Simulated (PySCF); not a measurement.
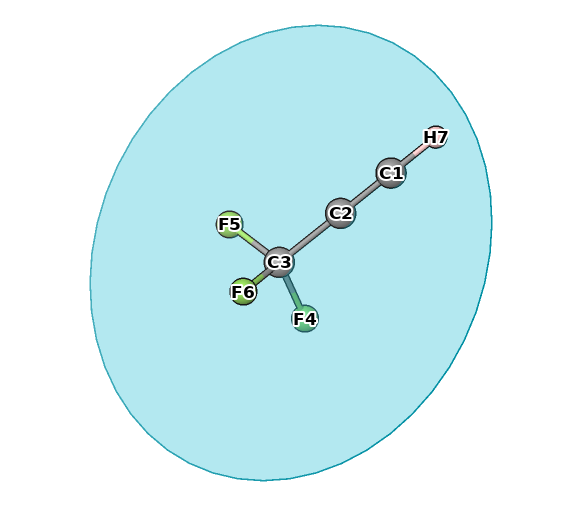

A disc through the centre of mass is drawn in. Distant atoms are faded towards the background colour. Computed geometry: PBE0-D3(BJ)/def2-SVP optimisation. No frequency run is at hand to confirm it as a minimum.

### Is the plane of the disc a mirror plane of the structure?

Yes. The reflection leaves C1, C2, C3, F5, H7 in place and moves F4 ↔ F6. The point group is C3v.
